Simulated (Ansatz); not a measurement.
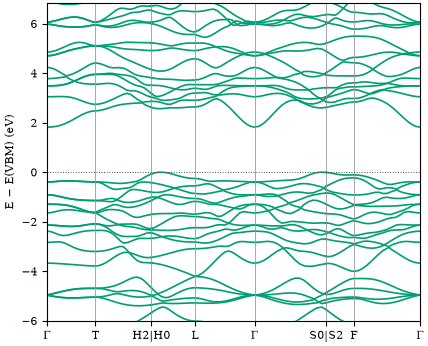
Fig. 1. Band structure from LDA in the plane-wave PAW code Ansatz

The gap is 1.82 eV; an edge lies off the plotted path or next to a special point (maximum off the standard path, minimum at Γ).

Q: Pick the material that matches.
A) Mg2TeS, R3m (Mg on 3a, Mg on 3a, Te on 3a, S on 3a)
B) CdPS3, R-3 (Cd on 6c, P on 6c, S on 18f)
C) ScCuO2, R-3m (Sc on 3b, Cu on 3a, O on 6c)
D) ZnCdTe2, R3m (Zn on 3a, Cd on 3a, Te on 3a, Te on 3a)

A: B, CdPS3, R-3 (Cd on 6c, P on 6c, S on 18f)

The workflow started from an entry of the Crystallography Open Database (COD); the relaxed space group is not among those it files for this formula. COD files the formula under space group No. 146. Whether it is the stable phase at ambient conditions was not checked. Symmetry was held in the LDA relaxation; whether a distortion lowers the energy is not shown. A crystal of weakly bound layers computed without a dispersion correction: the cell and the soft elastic constants depend strongly on that. Scalar-relativistic: spin–orbit coupling is off unless named, which matters more the heavier the elements.

Potentials: the later of the program's two PAW sets.
